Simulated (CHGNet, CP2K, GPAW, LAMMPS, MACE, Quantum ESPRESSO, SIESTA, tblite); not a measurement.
## Glassy 45P2O5-55ZnO (mol %) (85 atoms): one structure in several programs

Wanted: errors and costs of other methods on glassy 45P2O5-55ZnO (mol %) (85 atoms). A plane-wave run serves as the reference.

Main program and level: Quantum ESPRESSO 7.5; Kohn-Sham DFT, PBE, SSSP efficiency 1.3.0 pseudopotentials, plane waves.

## 1. The structure

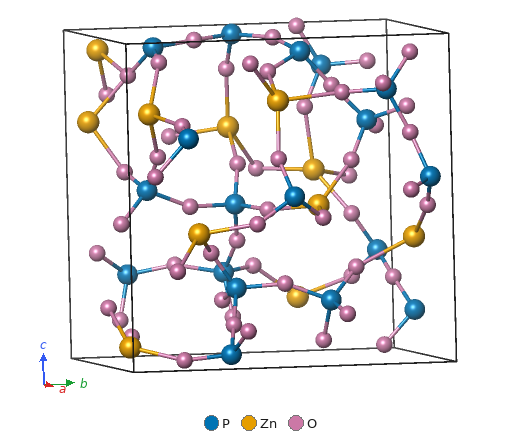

The starting structure, seen slightly off an axis (phosphorus blue, zinc orange, oxygen pink). Bonds to atoms that aren't drawn are left out. Some periodic images of atoms are drawn too.

The cell holds 85 atoms: 18 P, 11 Zn and 56 O. Cell: a = 10.498 Å, b = 10.498 Å, c = 10.498 Å, α = 90.0°, β = 90.0°, γ = 90.0°. 85 atoms (18 P, 11 Zn, 56 O) placed at random at 3.06 g/cm³, melted at 4000 K for 10 ps at fixed volume with the Morse and Coulomb pair potential with partial charges (Pedone, Malavasi, Menziani, Cormack and Segre, J. Phys. Chem. B 110, 11780 (2006)). Quenched from 4000 K to 300 K at 500 K/ps and fixed volume, held 10 ps at zero pressure, then minimised at fixed cell.

## 2. Reference: Quantum ESPRESSO, plane waves

pw.in reads:

```
&control
  calculation = 'scf'
  pseudo_dir = './pseudo'
  outdir = './tmp'
  disk_io = 'none'
  tprnfor = .true.
  tstress = .true.
/
&system
  ibrav = 0
  nat = 85
  ntyp = 3
  ecutwfc = 60
  ecutrho = 480
  nosym = .true.
  occupations = 'smearing'
  smearing = 'fd'
  degauss = 0.003675
/
&electrons
  conv_thr = 4.3e-07
  electron_maxstep = 100
  mixing_beta = 0.4
  mixing_mode = 'plain'
  diagonalization = 'david'
/
ATOMIC_SPECIES
P 30.974 P.upf
Zn 65.380 Zn.upf
O 15.999 O.upf
CELL_PARAMETERS angstrom
10.49771 0.00000 0.00000
0.00000 10.49771 0.00000
0.00000 0.00000 10.49771
ATOMIC_POSITIONS crystal
P 0.28642 0.46483 0.98490
P 0.95120 0.19614 0.70237
P 0.68404 0.67757 0.18483
P 0.52112 0.63028 0.93716
P 0.83338 0.83531 0.82891
P 0.09152 0.16255 0.25369
P 0.51214 0.83354 0.72202
P 0.64079 0.39321 0.22864
P 0.42833 0.16434 0.52396
P 0.44830 0.98063 0.13598
P 0.12011 0.77164 0.87329
P 0.36886 0.44712 0.47094
[... 69 atom lines left out ...]
O 0.67704 0.31071 0.33926
O 0.38854 0.57268 0.97599
O 0.97469 0.79859 0.85414
O 0.95663 0.15232 0.29983
K_POINTS gamma
```

Launch:

```sh
$ OMP_NUM_THREADS=1 mpirun -np 4 pw.x -in pw.in > output.txt
```

Numbers of over 12 decimals in the logs are rounded to 6 here.

The program printed:

```text
Program PWSCF
     gamma-point specific algorithms are used
     one sub-group per band group will be used
     scalapack distributed-memory algorithm (size of sub-group:  2*  2 procs)
     Parallelization info
     sticks:   dense  smooth     PW     G-vecs:    dense   smooth      PW
     Min        3756    1877    470               346555   122449   15358
     Max        3758    1880    472               346566   122452   15364
     Sum       15029    7513   1885              1386247   489801   61445
     bravais-lattice index     =            0
     lattice parameter (alat)  =      19.8378  a.u.
     unit-cell volume          =    7806.9305 (a.u.)^3
     number of atoms/cell      =           85
     number of atomic types    =            3
     number of electrons       =       646.00
[... lines left out ...]
     scf convergence threshold =      4.3E-07
[... lines left out ...]
     number of k points=     1  Fermi-Dirac smearing, width (Ry)=  0.0037
[... lines left out ...]
     total energy              =   -7661.19826408 Ry
[... lines left out ...]
     total energy              =   -7666.17975524 Ry
[... lines left out ...]
     total energy              =   -7666.26044671 Ry
[... lines left out ...]
     total energy              =   -7666.28430900 Ry
[... lines left out ...]
     total energy              =   -7666.28430979 Ry
[... lines left out ...]
   -75.1349 -74.7301 -74.7279 -74.6982 -74.6647 -74.6518 -74.5994 -74.5651
   -74.4940 -74.4637 -74.4462 -74.4313 -74.4279 -74.4107 -74.4079 -74.3824
   -74.3050 -74.2985 -74.2154 -74.2079 -74.1518 -74.1501 -73.6680 -73.6543
[...]
12.1881  12.2315  12.2998  12.3360  12.4027  12.4681  12.5139  12.5560
    12.6226  12.7141  12.7767  12.7949  12.8819  12.9092  12.9582  13.0280
    13.0706  13.1104  13.1525  13.1789
     the Fermi energy is     5.3911 ev
!    total energy              =   -7666.28430995 Ry
     estimated scf accuracy    <       0.00000001 Ry
     smearing contrib. (-TS)   =      -0.00000001 Ry
     internal energy E=F+TS    =   -7666.28430993 Ry
     The total energy is F=E-TS. E is the sum of the following terms:
     one-electron contribution =   -6744.10185325 Ry
     hartree contribution      =    3632.16035379 Ry
     xc contribution           =    -968.83313420 Ry
     ewald contribution        =   -3053.37617045 Ry
     one-center paw contrib.   =    -532.13350582 Ry
     convergence has been achieved in  12 iterations
     Forces acting on atoms (cartesian axes, Ry/au):
     atom    1 type  1   force =    -0.03626879   -0.03340485   -0.08038836
     atom    2 type  1   force =    -0.00905046    0.01254433    0.06984241
     atom    3 type  1   force =     0.05159358   -0.03505300   -0.00233671
[...]
atom   84 type  3   force =    -0.01647133    0.00140034    0.00577854
     atom   85 type  3   force =    -0.02206514   -0.00599495    0.02138243
     Total force =     0.707705     Total SCF correction =     0.000266
     Computing stress (Cartesian axis) and pressure
          total   stress  (Ry/bohr**3)                   (kbar)     P=       22.75
   0.00013176  -0.00008055   0.00003388           19.38      -11.85        4.98
  -0.00008055   0.00009532   0.00007399          -11.85       14.02       10.88
   0.00003388   0.00007399   0.00023687            4.98       10.88       34.85
     Message from routine punch:
     Nothing written, as per user request (disk_io='none')
```

It took 4.1 min on 4 MPI ranks of Arm Neoverse V1, shared host; peak memory 3.7 GiB; 16 min of CPU time.

Banners, paths, timers and routine set-up lines are dropped from the logs unmarked, and long logs keep their key lines alone; longer cuts are marked.

Numbers from this run:

| Property | Result |
| --- | --- |
| r.m.s. force component | 1.139 eV/Å |
| longest force | 4.854 eV/Å |
| pressure | 2.275 GPa |
| gap (highest filled to lowest empty level) | 1.682 eV |

## 3. Local order

Density 3.12 g/cm³, 13.61 Å³ an atom.

Pair distribution functions g(r), in bins of 0.2 Å:

```
r (Å)  total   O-O    O-P  O-Zn   P-P  P-Zn  Zn-Zn
 1.40   0.76  0.00   2.73  0.00  0.00  0.00   0.00
 1.60   3.13  0.00  11.22  0.00  0.00  0.00   0.00
 1.80   0.00  0.00   0.00  0.00  0.00  0.00   0.00
 2.00   1.16  0.00   0.00  6.81  0.00  0.00   0.00
 2.20   0.14  0.00   0.00  0.81  0.00  0.00   0.00
 2.40   1.27  2.86   0.00  0.14  0.00  0.00   0.00
 2.60   1.03  2.24   0.07  0.12  0.00  0.00   1.06
 2.80   0.41  0.75   0.11  0.29  0.00  0.00   0.00
 3.00   0.66  0.98   0.21  0.24  2.46  0.49   0.00
 3.20   0.97  1.06   0.53  0.29  2.32  3.37   1.49
 3.40   1.07  1.06   0.67  0.90  0.00  4.59   0.65
 3.60   1.04  0.83   1.43  1.27  0.22  0.93   0.59
 3.80   1.08  0.67   1.86  1.13  0.58  0.64   1.07
 4.00   1.13  0.70   1.60  1.63  0.70  1.14   0.47
 4.20   1.13  0.58   1.52  1.83  1.46  0.90   1.74
 4.40   1.23  1.13   0.81  2.03  1.46  1.45   1.19
 4.60   1.02  1.03   0.97  1.17  1.35  0.55   0.70
 4.80   1.04  1.20   1.03  0.82  0.87  0.81   0.33
 5.00   0.96  1.33   0.64  0.54  1.03  0.74   1.54
```

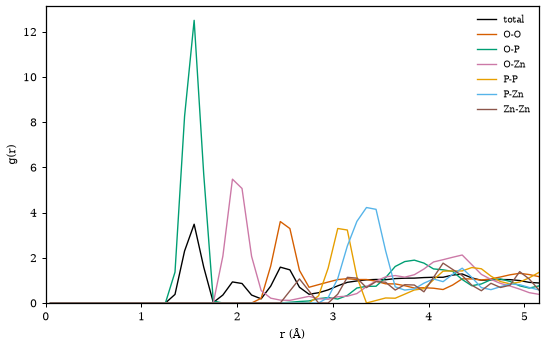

Pair distribution functions, lightly smoothed.

Bonds by pair of elements; cutoffs follow the first minimum of g(r), held within bounds set by covalent radii, and pairs that aren't listed don't count as bonded:

```
pair A-B  cutoff (Å)  bonds  mean length (Å)  spread (Å)  shortest (Å)  B about A  A about B
     O-P        1.98     72             1.53       0.034          1.49       1.29          4
    O-Zn        2.43     42             2.02       0.088          1.91       0.75       3.82
```

How many atoms have how many bonded neighbours:

```
element  mean  1   2  3   4
      O  2.04  3  48  5   0
      P     4  0   0  0  18
     Zn  3.82  0   0  2   9
```

Oxygen atoms by the number of network formers (Si, P, Ge, B, Al, As, Ga) bound to them:

```
network formers bound to O  O atoms  per cent
                         0        0         0
                         1       40      71.4
                         2       16      28.6
```

Network units: each former by its oxygen neighbours and how many of them bridge to another former:

```
former  O neighbours  bridging O  atoms
     P             4           0      1
     P             4           1      5
     P             4           2      9
     P             4           3      3
```

Rings of the network by King's shortest-path rule, up to 12 atoms, one path for each pair of neighbours; H, halogens, alkali and alkaline-earth atoms are left out, and the last column divides by all other atoms, bonded or not:

```
ring size (atoms)  rings  per network atom
                4      1             0.012
                8      4             0.047
               10     17               0.2
               12     20             0.235
```

## 4. What was run beside it

The programs:
- CHGNet: machine-learned potential, published weights.
- CP2K 2026.2: Gaussian basis with GTH pseudopotentials and a plane-wave density; labels give functional, basis (MOLOPT sets; SR short-range, UZH the newer set with its own potentials), grid cutoff/relative cutoff and solver (OT: orbital transformation; TRS4, TC2, SIGN: linear-scaling purification with its sparsity filter), or its built-in tight binding.
- GPAW 26.7.0: PAW with atomic orbitals (LCAO), plane waves or a real-space grid of spacing h.
- MACE: machine-learned potential, published weights.
- Quantum ESPRESSO 7.5: plane waves; labels (QE) give functional, pseudopotential set and cutoffs of waves/density.
- SIESTA 5.4.2: numerical atomic orbitals, whose automatically made sets are far from complete, with PseudoDojo norm-conserving potentials that we converted to its format (checked against plane waves on the same files for H, C, O, Si, Ge and Ca alone); labels give functional, basis size, energy shift and mesh cutoff.
- tblite 0.8.0: extended tight binding, driven from Python.

All use the same cell and atoms; the electronic-structure runs use the same k-mesh, and an electronic temperature of 580 K (0.05 eV) where levels are smeared.

Differences are against the plane-wave reference, forces as r.m.s. over components; share is that over the reference's r.m.s. force, slope the least-squares factor from reference forces to these. Total energies of different programs have different zeros and aren't compared.

```
                                                                      run  Δ force, r.m.s. (meV/Å)  share (%)  slope  Δ pressure (GPa)  Δ gap (eV)  cores  CPU time  memory (GiB)
                                                                reference                        -          -      -                 -           -      4    16 min           3.7
                                                   CHGNet 0.3.0 potential                      296       26.0  0.823            -0.407           -      1     4.8 s           1.1
                    CP2K PBE, DZVP-MOLOPT-SR, 280/50 Ry, OT DIIS (coarse)                      834       73.2  1.024             0.841      -0.236      2   7.7 min          0.81
                    CP2K PBE, DZVP-MOLOPT-SR, 560/50 Ry, OT DIIS (coarse)                      158       13.8  1.052             0.367      -0.222      4    10 min           2.7
                     CP2K PBE, DZVP-MOLOPT-SR, 800/50 Ry, diagonalisation                      144       12.7  1.046             0.357      -0.222      4   5.6 min           6.1
                     CP2K PBE, SZV-MOLOPT-SR, 800/50 Ry, OT DIIS (coarse)                     3310        291  2.120              35.0      -0.956      2   7.7 min           2.2
CP2K PBE, SZV-MOLOPT-SR, 800/50 Ry, TRS4 filter 1e-05, SCF 1e-06 (coarse)                     3320        291  2.121              35.0           -      2      85 s           2.2
CP2K PBE, SZV-MOLOPT-SR, 800/50 Ry, TRS4 filter 1e-06, SCF 1e-06 (coarse)                     3319        291  2.121              35.0           -      2      86 s           2.2
CP2K PBE, SZV-MOLOPT-SR, 800/50 Ry, TRS4 filter 1e-07, SCF 1e-07 (coarse)                     3310        291  2.119              35.0           -      2     2 min           2.2
            CP2K RPBE, PBE potentials, DZVP-MOLOPT-SR, 800/50 Ry, OT DIIS                      206       18.1  1.038              2.29      -0.144      4    11 min           3.6
                                             GPAW PBE, LCAO dzp, h 0.18 Å                      518       45.5  1.248                 -      -0.257      1   2.5 min           1.6
                       GPAW PBE, LCAO dzp, h 0.18 Å, other mixer settings                      519       45.6  1.248                 -      -0.257      2   3.4 min           1.8
                                    GPAW PBE, LCAO dzp, h 0.22 Å (coarse)                      542       47.6  1.245                 -      -0.263      1      94 s          0.89
                                GPAW PBE, LCAO sz(dzp), h 0.18 Å (coarse)                     3177        279  1.996                 -       -1.09      1      58 s           1.3
                                              MACE MP-0b2 small potential                      258       22.6  0.849            -0.919           -      1     7.6 s          0.67
                                              MACE MPA-0 medium potential                      196       17.2  0.889            -0.835           -      1     9.4 s           1.1
                        QE PBE, sssp-1.3.0-efficiency, 30/240 Ry (coarse)                     45.0       3.95  1.010             -43.1      -0.048      2   5.2 min           1.3
                      SIESTA PBE, DZ, shift 0.01 Ry, mesh 500 Ry (coarse)                     2448        215  1.768              20.2      -0.284      2     2 min           1.1
                     SIESTA PBE, DZP, shift 0.01 Ry, mesh 150 Ry (coarse)                      317       27.8  1.191             0.183     -0.0328      2      62 s          0.66
                              SIESTA PBE, DZP, shift 0.01 Ry, mesh 500 Ry                      312       27.4  1.190             0.148     -0.0333      2   3.6 min           1.6
                     SIESTA PBE, SZP, shift 0.01 Ry, mesh 500 Ry (coarse)                      987       86.6  1.595              6.04      -0.183      2     3 min           1.4
                                                          tblite GFN1-xTB                      502       44.1  0.824              2.25           -      1     4.7 s          0.12
```

Rows marked coarse were listed beforehand as settings not expected to be converged; some can still land near the reference.

Times of the machine-learned potentials are mostly Python's start and the loading of weights.

CPU time is summed over cores on a shared host, where runs went side by side, so it is rough. Symmetry, cutoffs, thresholds, outputs and thread counts weren't matched or tuned between programs; memory under MPI is the largest rank's times the ranks.

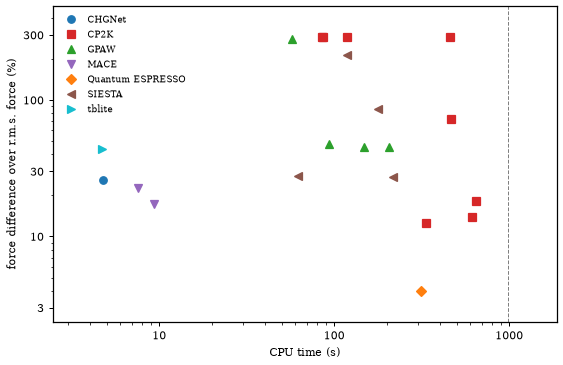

Force difference against CPU time; the dashed line marks the reference's time.

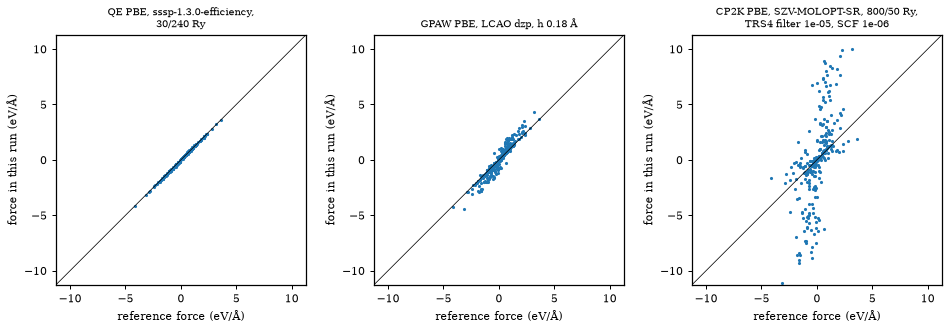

Force components against those of the reference; the line marks equality.

Runs without a result: CP2K GFN1-xTB, OT DIIS (not converged, the SCF not settling).

[end of part 1 of 2]

[Also dropped from logs without a mark: logging warnings of Python, and SIESTA's first energy breakdown and zero terms.]

[Logs are printed without paths, hosts, clocks, repeated set-up lines and the standing remarks that a program may print on its own settings, such as how far it seeks lower states.]

[Hosts, paths, dates, database ids (printed as entryN), source tags and the programs' standing remarks are cut or masked in the printed files.]
